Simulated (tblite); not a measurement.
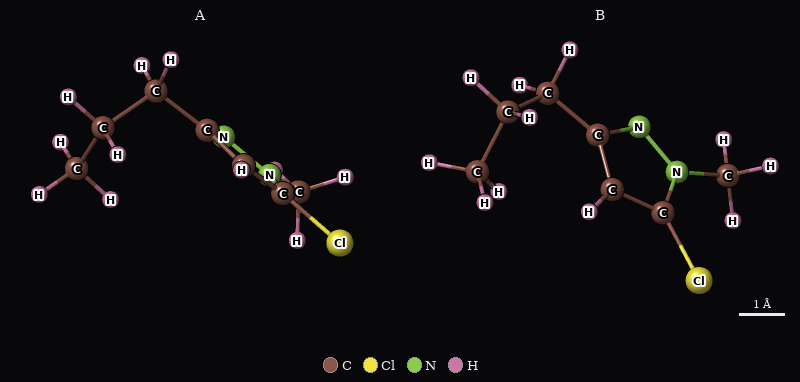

Two geometries of C₇H₁₁ClN₂, drawn at one scale. One is the start of a relaxation, the other its converged end. Style: ball-and-stick. Shown at a tilt.

All numbers below come from GFN2-xTB geometry optimisation, gas phase in tblite 0.8.0. 

> Which geometry has the lower energy?

Structure A is the relaxed one. The energy falls by 15.6 kcal/mol in 216 geometry steps. An H atom moves most after the best rigid fit: 1.74 Å. Largest moves by element: H 1.74 Å, Cl 1.27 Å, C 1.10 Å, N 0.43 Å. Among the contacts that change: C–C 1.479 → 1.533 Å, C–Cl 1.754 → 1.708 Å, C–N 1.470 → 1.434 Å, C–H 1.123 → 1.087 Å. Bond angles that change, for instance: Cl–C–N 129.0° → 121.2°, C–C–H 115.4° → 109.2°, C–C–C 109.8° → 104.1°. Groups turn about C–C by about 65°, C–C by about 55°. Cost: 2 s on 1 thread of Arm Neoverse V1 (shared host).
